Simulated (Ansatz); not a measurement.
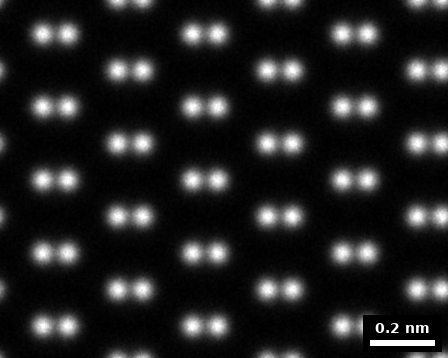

HAADF-like image of a crystal. The image is simulated as a sum over atoms of Z^1.7, blurred by a 0.50 Å probe (no channelling). The probe carries 25 % of its weight in a tail 2.5 times as wide. Shot noise was added.

Question: Measure the repeat of the pattern.

Answer: The pattern repeats on a centred rectangular net of 2.3 × 4.7 Å.

Question: What is the plane group of the image?

Answer: c2mm: perpendicular mirror lines on a centred net, with further twofold points between them.

Question: How many columns does the smallest repeating cell hold, and how many levels of brightness?

Answer: 2 columns in the primitive cell of 5.3 Å², all of one brightness.

The crystal is Ru (P6_3/mmc, No. 194) seen along [101]. Structure used: the input geometry of an electronic-structure calculation (not necessarily at equilibrium).
